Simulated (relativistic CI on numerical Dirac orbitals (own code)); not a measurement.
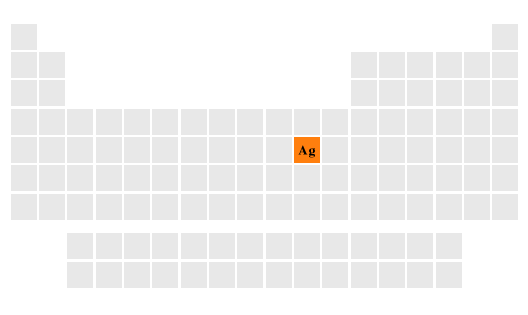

The place of silver in the periodic table.

Run report: Ag³⁺, relativistic CI calculation

Ag³⁺. Level asked for: Dirac-Coulomb-Breit CI, KLI orbitals optimised for each configuration, model QED (radiative potential, 1s self-energy scaled to tabulated hydrogen-like ionisation energies), numerical settings as typed (relativistic CI on numerical Dirac orbitals, in-house).

### What the run reported

| quantity | value |
| --- | --- |
| outcome | not converged |
| hardware | 1 CPU thread, shared host |

### What went wrong

One thing in this input was made wrong on purpose: speed of light. The run did not meet its convergence test, so its last values are not results. Caveats: SCF of 1s2 2s2 2p6 3s2 3p6 3d10 4s2 4p6 4d8 stopped: an orbital could not be found.

### The input
```
atom Ag  Z=47  charge=3  electrons=44
nucleus A=107  rms_radius_fm=4.5454
hamiltonian dirac-coulomb  breit=on  qed=on  c_scale=0.05
orbitals kli  potential=per-configuration
slater_scale 1
correlation none
mixing on
grid step=0.0125 r_max=37.3
scf mixing=0.4 start=green max_iterations=97 tolerance=2e-08 node_fill=0.05
configurations
  [Kr] 4d8
end
```

Launched within a batch (the task file carries these settings):
```bash
python <driver script> task.json out
```

The program writes its results to a structured record and prints no log; tables and figures of this report are taken from that record.
